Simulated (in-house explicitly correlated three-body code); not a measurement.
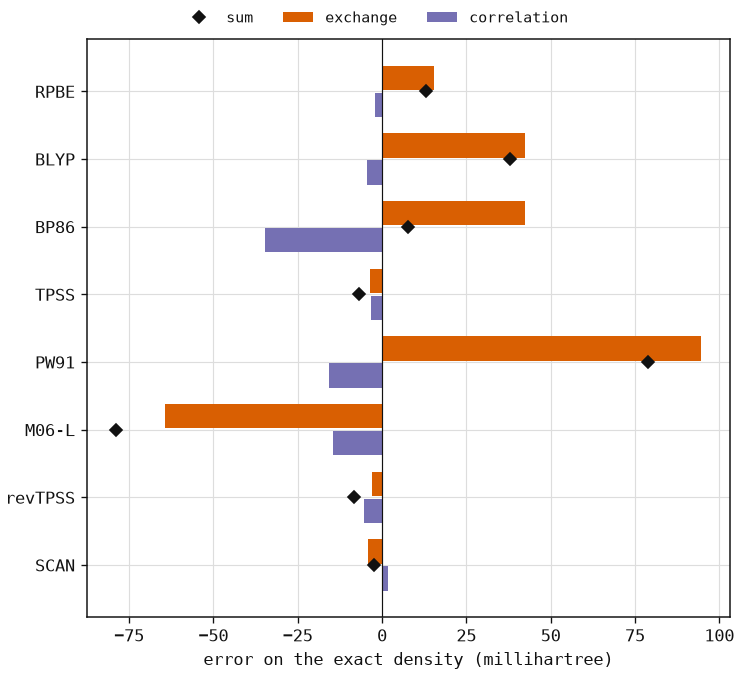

Two electrons around a point charge Z = 9.5. Computed variationally in 260 exponentially correlated functions with an in-house code, non-relativistic, converged to about 10⁻⁸ of the energy. The exact exchange and correlation energies are −5715 and −45.64 millihartree. The plot shows the errors of BLYP, BP86, M06-L, PW91, RPBE, SCAN, TPSS and revTPSS, evaluated on the exact density.

Q: Which functional is best in the sum, and where do errors cancel?

A: By the size of the summed error (millihartree): SCAN −2.4, TPSS −6.8, BP86 +7.7, revTPSS −8.3, RPBE +13, BLYP +38, PW91 +79, M06-L −79. Errors of exchange and correlation cancel by a quarter or more for SCAN (−4.0 and +1.7) and BP86 (+42 and −35).
